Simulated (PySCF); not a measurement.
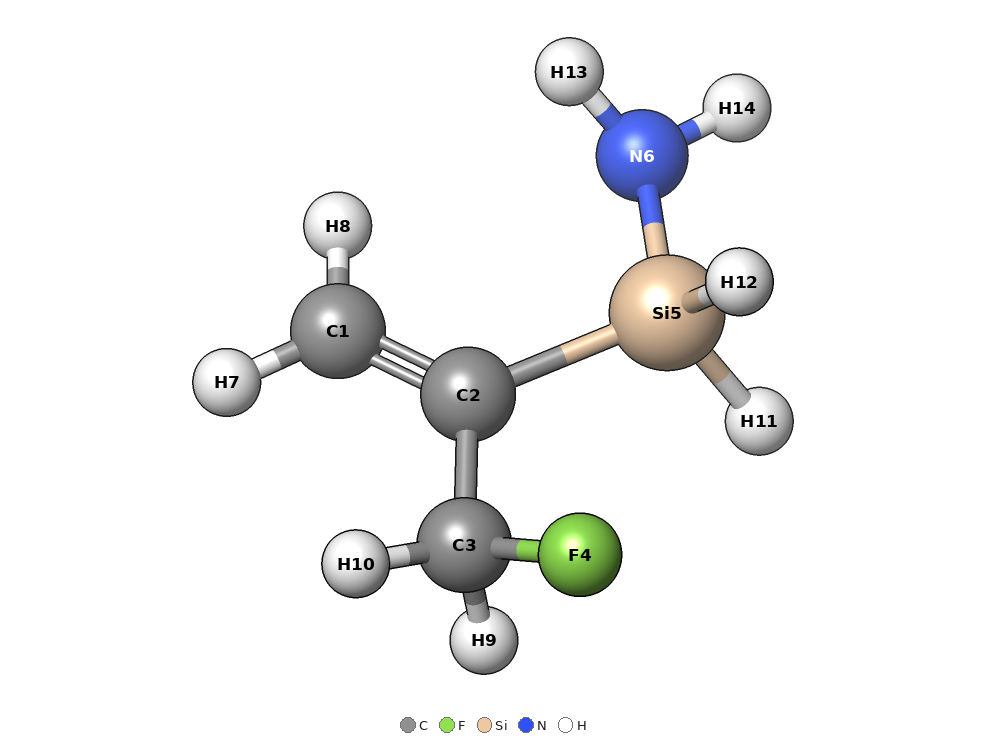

The geometry was computed by an optimisation with GFN2-xTB. No frequency run is at hand to confirm it as a minimum. Level of theory: delta-SCF UKS SCAN, pcX-2 on the ionised atom, pcseg-1 elsewhere, spin-free X2C (PySCF 2.14.0).

Give the core-electron binding energies (to vacuum; p and d levels without spin–orbit splitting) of C1 1s, C2 1s, C3 1s, F4 1s, Si5 1s, Si5 2p, N6 1s.

```tsv
atom	level	binding energy (eV)
C1	1s	290.3
C2	1s	290.2
C3	1s	293.0
F4	1s	692.3
Si5	1s	1846.5
Si5	2p	106.9
N6	1s	404.6
```

The geometry is semi-empirical. Around Si such bond lengths and angles can be off by a tenth of an ångström or more and by several degrees, and values that hang on the shape move with them.
